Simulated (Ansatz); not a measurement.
# NO2F (nitryl fluoride): levels of theory compared

We compute a comparison of 6 runs (B2PLYP/STO-3G, BHLYP/STO-3G, CAM-B3LYP/STO-3G, HSE06/STO-3G, PBE/STO-3G, UMP2/STO-3G) of NO2F (nitryl fluoride). 

The results are computed with Ansatz 0.2.0.

69 further runs of the same task are left out: 10 that didn't finish, 59 set aside as unsound or not needed.

**1. The structure to begin with**

The species is NO2F (4 atoms), meant as a singlet with charge 0. As SMILES, `O=[N+]([O-])F`. The N2–O1 distance was set to 2.340 Å, away from the relaxed value. At this shape a bond of the SMILES string is far longer than usual.

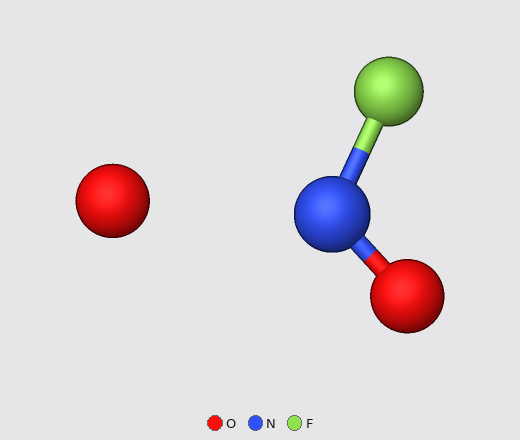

The structure, seen from a chosen angle (oxygen red, nitrogen blue, fluorine green).

**2. The energy at B2PLYP/STO-3G (run 1)**

in.yaml

```yaml
basis:
  gaussian: {orbitals: STO-3G}
crystal:
  periodic: [false, false, false]
  atoms:
    - symbol: O
      position_ang: [0.296859, 1.011654, 2.151349]
    - symbol: N
      position_ang: [0.079720, -0.071800, 0.089140]
    - symbol: O
      position_ang: [0.476580, -1.068680, -0.376880]
    - symbol: F
      position_ang: [-0.744590, 0.670550, -0.832510]
hamiltonian: {xc: {name: B2PLYP}}
correlation: {frozen_orbitals: {F: 1, "N": 1, O: 1}}
accuracy: high
```

Run with:

```sh
$ ansatz run in.yaml --threads 1 --pin off --max-ram 3480MiB --events-out events.jsonl --progress --plain --runs-dir runs
```

Log:

```text
Warning: RAYON_NUM_THREADS=1 ignored (pool sized by the plan → 1); use --threads N
Functional definition: B2PLYP
  name "B2PLYP"
  parameter a = 0.53
  parameter c = 0.27
  exchange = (1 - a)*b88_x + a*exact_x
  correlation = (1 - c)*lyp_c + c*(mp2_os + mp2_ss)
350 factors; integrals over basis functions are off by at most 3.0e-8 eV
mean field evaluation 1: about -8139.9812 eV, gradient 6.4e1 eV
mean field evaluation 2: about -8139.9886 eV, gradient 6.4e1 eV
mean field evaluation 4: about -8112.1466 eV, gradient 3.0e1 eV
mean field evaluation 8: about -8164.1663 eV, gradient 4.9e-1 eV
mean field evaluation 16: about -8164.1565 eV, gradient 1.6e-8 eV
mean field evaluation 32: about -8094.5553 eV, gradient 4.5e1 eV
mean field -8164.15647773 eV, -300.0272166926 hartree, gradient 1.6e-8 eV, S^2 0.000000; 4 other end points of the search recorded, 0 dependent functions left out; unrestricted orbitals would lower it
4 core orbitals not correlated: weight in the atoms' cores, before any rotation towards them, 1.000 or more for the frozen orbitals, at most 0.000 for the correlated occupied ones
reference -8164.15648930 eV, -300.0272171178 hartree; 12, 12 occupied and 4, 4 virtual orbitals, 350 factors
second order -6.78269317 eV of doubles, -0.00000000 eV of singles
Total energy: -8165.98781646 eV, -300.0945171494 hartree
```

Run time: 2.2 s. Hardware: 1 thread of Arm Neoverse V1, shared host; peak memory 0.095 GiB.

**3. The energy at BHLYP/STO-3G (run 2)**

job.yaml

```yaml
crystal:
  periodic: [false, false, false]
  atoms:
    - {symbol: O, position_ang: [0.296859, 1.011654, 2.151349]}
    - {symbol: N, position_ang: [0.079720, -0.071800, 0.089140]}
    - {symbol: O, position_ang: [0.476580, -1.068680, -0.376880]}
    - {symbol: F, position_ang: [-0.744590, 0.670550, -0.832510]}
basis:
  gaussian: {orbitals: STO-3G}
magnetization: {spin_polarized: false, initial_magnetization: 0}
hamiltonian: {xc: {name: BHLYP}}
accuracy: high
```

Run with:

```sh
$ ansatz run job.yaml --threads 1 --pin off --max-ram 3480MiB --events-out events.jsonl --progress --plain --runs-dir runs
```

Log:

```text
Warning: RAYON_NUM_THREADS=1 ignored (pool sized by the plan → 1); use --threads N
Functional definition: BHLYP
  name "BHLYP"
  parameter a = 0.5
[... 1 set-up line as earlier in the session ...]
  correlation = lyp_c
350 factors; integrals over basis functions are off by at most 3.0e-8 eV
mean field evaluation 1: about -8148.7495 eV, gradient 6.4e1 eV
mean field evaluation 2: about -7960.3632 eV, gradient 4.5e1 eV
mean field evaluation 4: about -8124.1136 eV, gradient 2.5e1 eV
mean field evaluation 8: about -8172.5769 eV, gradient 1.3e-2 eV
mean field evaluation 16: about -8172.2938 eV, gradient 1.2e0 eV
mean field -8172.63883012 eV, -300.3389373932 hartree, gradient 3.1e-8 eV, S^2 0.000000; 4 other end points of the search recorded, 0 dependent functions left out
reference -8172.63884244 eV, -300.3389378463 hartree; 16, 16 occupied and 4, 4 virtual orbitals, 350 factors
Total energy: -8172.63884244 eV, -300.3389378463 hartree
```

Wall time 1.4 s (1 thread of Arm Neoverse V1, shared host); peak memory 0.091 GiB.

Run 3 isn't shown in full; the table further down has it.

**4. The energy at HSE06/STO-3G (run 4)**

molecule.yaml

```yaml
crystal:
  periodic: [false, false, false]
  atoms:
    - {symbol: O, position_ang: [0.296859, 1.011654, 2.151349]}
    - {symbol: "N", position_ang: [0.079720, -0.071800, 0.089140]}
    - {symbol: O, position_ang: [0.476580, -1.068680, -0.376880]}
    - {symbol: F, position_ang: [-0.744590, 0.670550, -0.832510]}
basis:
  gaussian:
    orbitals: STO-3G
accuracy: high
total_charge: 0
hamiltonian:
  xc: {name: HSE06}
```

Run with:

```sh
$ ansatz run molecule.yaml --threads 1 --pin off --max-ram 3480MiB --events-out events.jsonl --progress --plain --runs-dir runs
```

Log:

```text
Warning: RAYON_NUM_THREADS=1 ignored (pool sized by the plan → 1); use --threads N
Functional definition: HSE06
  name "HSE06"
  parameter a = 0.25
  parameter omega = 0.11/bohr
  exchange = pbe_x - a*pbe_x_sr(omega) + a*exact_x_sr(omega)
  correlation = pbe_c
350 factors; integrals over basis functions are off by at most 3.0e-8 eV
52 factors; integrals over basis functions are off by at most 3.0e-10 eV
mean field evaluation 1: about -8145.7660 eV, gradient 6.3e1 eV
mean field evaluation 2: about -7951.4446 eV, gradient 5.6e1 eV
mean field evaluation 4: about -8120.0627 eV, gradient 4.9e1 eV
mean field evaluation 8: about -8167.9586 eV, gradient 1.8e0 eV
mean field evaluation 16: about -8168.0379 eV, gradient 6.2e-9 eV
mean field -8168.03791678 eV, -300.1698569465 hartree, gradient 4.0e-8 eV, S^2 0.000000; 4 other end points of the search recorded, 0 dependent functions left out
reference -8168.03791761 eV, -300.1698569773 hartree; 16, 16 occupied and 4, 4 virtual orbitals, 350 factors
Total energy: -8168.03791761 eV, -300.1698569773 hartree
```

It took 1.8 s on 1 thread of Arm Neoverse V1, shared host; peak memory 0.092 GiB.

Run 5 isn't shown in full; the table further down has it.

**5. The energy at UMP2/STO-3G (run 6)**

job.yaml

```yaml
crystal:
  periodic: [false, false, false]
  atoms:
    - {symbol: O, position_ang: [0.296859, 1.011654, 2.151349]}
    - {symbol: "N", position_ang: [0.079720, -0.071800, 0.089140]}
    - {symbol: O, position_ang: [0.476580, -1.068680, -0.376880]}
    - {symbol: F, position_ang: [-0.744590, 0.670550, -0.832510]}
basis:
  gaussian: {orbitals: STO-3G}
magnetization: {spin_polarized: true, initial_magnetization: 0}
correlation: {method: mp2, frozen_orbitals: {F: 1, "N": 1, O: 1}}
accuracy: high
```

Run with:

```sh
$ ansatz run job.yaml --threads 1 --pin off --max-ram 3480MiB --events-out events.jsonl --progress --plain --runs-dir runs
```

Log, cut to the lines that bear on the results:

```text
Warning: RAYON_NUM_THREADS=1 ignored (pool sized by the plan → 1); use --threads N
Functional definition: HF
  name "HF"
[...]
350 factors; integrals over basis functions are off by at most 3.0e-8 eV
[...]
mean field -8144.03201872 eV, -299.2876564647 hartree, gradient 1.5e-8 eV, S^2 2.063018; 26 other end points of the search recorded, 0 dependent functions left out
4 core orbitals not correlated: weight in the atoms' cores, before any rotation towards them, 1.000 or more for the frozen orbitals, at most 0.000 for the correlated occupied ones
reference -8144.03201872 eV, -299.2876564647 hartree; 12, 12 occupied and 4, 4 virtual orbitals, 350 factors
second order -2.43300335 eV of doubles, -0.00000000 eV of singles
Total energy: -8146.46502207 eV, -299.3770676886 hartree
```

Wall time 2.4 s (1 thread of Arm Neoverse V1, shared host).

**6. The series**

```
run             level  frozen core orbitals  energy (Eh)  wall time
  1     B2PLYP/STO-3G                     4  -300.094517      2.2 s
  2      BHLYP/STO-3G                     –  -300.338938      1.4 s
  3  CAM-B3LYP/STO-3G                     –  -300.312312      1.6 s
  4      HSE06/STO-3G                     –  -300.169857      1.8 s
  5        PBE/STO-3G                     –  -300.165589      1.6 s
  6       UMP2/STO-3G                     4  -299.377068      2.4 s
```

**7. What came out**

```
                                          quantity          value
                               run 6: total energy  -299.37707 Eh
run 6: correlation energy (4 core orbitals frozen)      -89.4 mEh
          run 6: ⟨S²⟩ of the reference determinant          2.063
```

**Reading.** Totals of different functionals can't be ranked against each other. In run 1 the log says that unrestricted orbitals would lower the reference, so the values rest on an unstable closed-shell determinant (other closed-shell runs at this shape may share the fault). In runs 1, 2, 3, 4, 5, 6 the basis is minimal, so the values are rough. In runs 1, 2, 3, 4, 5 a closed-shell determinant meets a far-stretched bond, which it describes badly. Spin contamination of the reference: run 6 ⟨S²⟩ = 2.06. Where it is this large, the reference is a mixture of spin states, and values that rest on it are in doubt. All runs together took 11 s, the longest 2.4 s.
